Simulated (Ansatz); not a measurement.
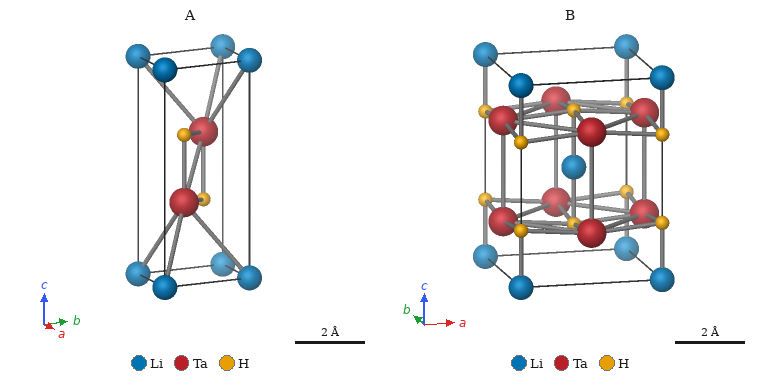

Two structures of LiTa2H2, each relaxed to rest (conventional cells in solid outline, small ones repeated, not to one scale). Method: DFT PBE, scalar-relativistic, plane waves, PAW (Ansatz 0.2.0), without spin polarisation.

Give the type and space group of each.

Answer. A: CaAl₂Si₂ type, P-3m1. B: 10 atoms a cell on a body-centred tetragonal lattice, I4/mmm.

Which structure is more stable?

Answer. A is lower, by 100 meV/atom at this level of theory (energies at zero smearing). Volumes: A 12.9, B 10.9 Å³/atom.

One or both may be structure types tried for this composition rather than known phases.
